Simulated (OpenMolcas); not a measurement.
# PN (phosphorus nitride): a chain of runs

Aim: the energy (singlet PN, HF/ANO-S-MB), then the vertical excitations (singlet PN, CASSCF(4,4)/ANO-S-VDZP), then the excited states (singlet PN, CASPT2(4,4)/ANO-S-VDZP), then the energy (triplet PN, CASPT2(4,4)/ANO-S-VDZP) of NP. 

Program for the calculation: OpenMolcas 26.06.

## (1) The system as given

PN has 2 atoms, charge 0, and is taken as a singlet. As SMILES, `N#P`. The bond length is the measured one.

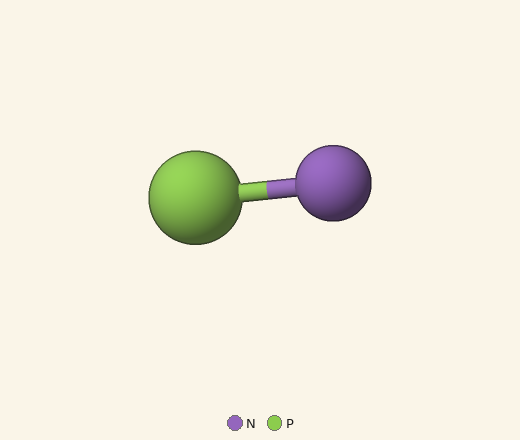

Viewed from a chosen angle; nitrogen purple, phosphorus green.

## (2) The energy at HF/ANO-S-MB (run 1)

The input, coord.xyz:

```xyz
2

N      0.000000     0.000000     0.000000
P      0.000000     0.000000     1.490866
```

The input, step1.input:

```
>>> EXPORT MOLCAS_PRINT=2
&gateway
coord=coord.xyz
basis=ANO-S-MB
group=NoSym
&seward
&scf
prorbitals=0
```

On the command line:

```
$ export MOLCAS_MEM=1860
$ pymolcas step1.input > step1.log
```

The log of the run:

```text
--- Start Module: gateway ---
[...]
--- Stop Module: gateway /rc=_RC_ALL_IS_WELL_ ---
--- Start Module: seward ---
[...]
      Basis functions           14
--- Stop Module: seward /rc=_RC_ALL_IS_WELL_ ---
--- Start Module: scf ---
[...]
       Convergence after   9 Iterations
[...]
::    Total SCF energy                               -394.9868482261
[...]
      Total spin, S                                     0.0000000000
[...]
      Total electronic charge=   22.000000
      Total            charge=   -0.000000
[...]
      Dipole Moment (debye):
      Origin of the operator (angstrom)=    0.0000    0.0000    1.0267
                   X= -5.9702E-16               Y= -1.1514E-15               Z=  2.1201E+00           Total=  2.1201E+00
      Quadrupole Moment (debye*angstrom):
[...]
--- Stop Module: scf /rc=_RC_ALL_IS_WELL_ ---
[...]
```

Run time: 1.7 s. Hardware: 1 thread of Arm Neoverse V1, shared host; peak memory 0.37 GiB.

## (3) The vertical excitations at CASSCF(4,4)/ANO-S-VDZP (3 states averaged) (run 2)

coord.xyz is that of step 2.

The input, step2.inp:

```
* NP CASSCF
>>> EXPORT MOLCAS_PRINT=2
&GATEWAY
Coord = coord.xyz
Basis = ANO-S-MB
Group = NoSym
&SEWARD
&RASSCF
FileOrb = $CurrDir/step1.ScfOrb
Spin = 1
Nactel = 4 0 0
Inactive = 9
Ras2 = 4
CIRoot = 3 3 1
OrbListing = Nothing
>>> COPY $Project.RunFile RUNFIL1
>>> COPY $Project.RasOrb INPORB
&GATEWAY
Coord = coord.xyz
Basis = ANO-S-VDZP
Group = NoSym
&SEWARD
>>> COPY $Project.RunFile RUNFIL2
&EXPBAS
&RASSCF
FileOrb = $Project.ExpOrb
Spin = 1
Nactel = 4 0 0
Inactive = 9
Ras2 = 4
CIRoot = 3 3 1
OrbListing = Nothing
OrbAppear = Compact
```

On the command line:

```
$ export MOLCAS_MEM=1860
$ pymolcas step2.inp > step2.log
```

The log of the run:

```text
[...]
      Basis functions           14
[...]
      Number of active orbitals                  4
[...]
      Spin quantum number                      0.0
[...]
      Active orbitals                            4
[...]
      Number of CSFs                            20
[...]
      Number of root(s) required                 3
[...]
      Convergence after  7 iterations
[...]
      Natural orbitals and occupation numbers for root  1
      sym 1:   1.885840   1.885840   0.114160   0.114160
      Natural orbitals and occupation numbers for root  2
      sym 1:   1.466482   1.466482   0.533518   0.533518
      Natural orbitals and occupation numbers for root  3
      sym 1:   1.479706   1.479706   0.520294   0.520294
      ************************************************************************************************************************
      *                                                    Final results                                                     *
[...]
::    RASSCF root number  1 Total energy:   -395.08225753
::    RASSCF root number  2 Total energy:   -394.84860660
::    RASSCF root number  3 Total energy:   -394.81914240
[...]
      Basis functions           32
[...]
      Convergence after 16 iterations
[...]
      Natural orbitals and occupation numbers for root  1
      sym 1:   1.904096   1.904096   0.095904   0.095904
      Natural orbitals and occupation numbers for root  2
      sym 1:   1.483011   1.483011   0.516989   0.516989
      Natural orbitals and occupation numbers for root  3
      sym 1:   1.491476   1.491476   0.508524   0.508524
[...]
::    RASSCF root number  1 Total energy:   -395.22980202
::    RASSCF root number  2 Total energy:   -395.02700263
::    RASSCF root number  3 Total energy:   -395.00792627
[...]
      Total electronic charge=   22.000000
      Total            charge=   -0.000000
[...]
```

Wall time 5.4 s (1 thread of Arm Neoverse V1, shared host); peak memory 0.37 GiB.

The roots found:

```csv
excited state,energy (eV)
1,5.518
2,6.038
```

Run 3 isn't shown in full; the table further down has it.

## (4) The triplet: the energy at CASPT2(4,4)/ANO-S-VDZP (ipea shift 0.25 Eh, pt2 variant SS) (run 4)

The input, step4.inp:

```
>>> EXPORT MOLCAS_PRINT=2

&GATEWAY
 Coord
 2
 angstrom
 N        0.000000       0.000000       0.000000
 P        0.000000       0.000000       1.490866
 Basis = ANO-S-VDZP
 Group = NoSym

&SEWARD

&RASSCF
 FileOrb = $CurrDir/step2.RasOrb
 Spin = 3
 Nactel = 4 0 0
 Inactive = 9
 Ras2 = 4
 OrbListing = Nothing
 OrbAppear = Compact

&CASPT2
 Imaginary = 0.2

&RASSI
 NrOfJobIphs = 1 all
 IphNames
 JOBMIX
 EJob
```

On the command line:

```
$ export MOLCAS_MEM=1860
$ pymolcas step4.inp > step4.log
```

The log of the run:

```text
--- Start Module: gateway ---
[...]
--- Stop Module: gateway /rc=_RC_ALL_IS_WELL_ ---
[...]
      Basis functions           32
[...]
      Number of active orbitals                  4
[...]
      Spin quantum number                      1.0
[...]
      Active orbitals                            4
[...]
      Number of CSFs                            15
[...]
      Number of root(s) required                 1
[...]
      Convergence after 14 iterations
[...]
      printout of CI-coefficients larger than  0.05 for root  1
      energy=    -395.102302
      conf/sym  1111     Coeff  Weight
             1  2uu0  -0.68585 0.47039
             4  u20u   0.68585 0.47039
            12  u02u  -0.17207 0.02961
            15  0uu2   0.17207 0.02961
      Natural orbitals and occupation numbers for root  1
      sym 1:   1.440782   1.440782   0.559218   0.559218
      ************************************************************************************************************************
      *                                                    Final results                                                     *
[...]
::    RASSCF root number  1 Total energy:   -395.10230192
[...]
      Total electronic charge=   22.000000
      Total            charge=   -0.000000
[...]
--- Start Module: caspt2 ---
[...]
      E2 (Variational):          -0.1955003783
      Total energy:            -395.2978023008
[...]
      Reference weight:           0.91857
[...]
::    CASPT2 Root  1     Total energy:   -395.29780230
[...]
--- Stop Module: caspt2 /rc=_RC_ALL_IS_WELL_ ---
[...]
::    RASSI State    1     Total energy:    -395.29780230076864
[...]
  SPIN-FREE ENERGIES:
  (Shifted by EMIN (a.u.) =       -395.2978023008)
 SF State       Relative EMIN(au)   Rel lowest level(eV)    D:o, cm**(-1)      Abs_M
     1             0.0000000000        0.0000000000              0.0000         0.0
[...]
```

It took 2.4 s on 1 thread of Arm Neoverse V1, shared host; peak memory 0.37 GiB.

## (5) Overview of the runs

```csv
run,level,task,active rule,partner,energy (Eh),dipole moment (D) of the reference,wall time
1,HF/ANO-S-MB,energy,–,base,-394.986848,2.12,1.7 s
2,"CASSCF(4,4)/ANO-S-VDZP (3 states averaged)",excited,frontier window,base,-395.229802,2.56,5.4 s
3,"CASPT2(4,4)/ANO-S-VDZP (ipea shift 0.25 Eh, pt2 variant MS, 3 states averaged)",excited,frontier window,base,-395.436278,2.56,2.9 s
4,"CASPT2(4,4)/ANO-S-VDZP (ipea shift 0.25 Eh, pt2 variant SS)",energy,frontier window,triplet,–,–,2.4 s
```

## (6) Outcome

```
                                                                        quantity          value
                  run 3, CASPT2(4,4)/ANO-S-VDZP: energy of the lowest of 3 roots  -395.43628 Eh
                   run 3, CASPT2(4,4)/ANO-S-VDZP: dipole moment (CASSCF density)         2.56 D
run 3, CASPT2(4,4)/ANO-S-VDZP: lowest excitation energy within this active space        5.39 eV
```

**Reading.** In run 1 the basis is minimal, so the values are rough. All runs together took 12 s, the longest 5.4 s. 1 of the 4 runs ended normally but are set aside, since settings or state are in doubt.
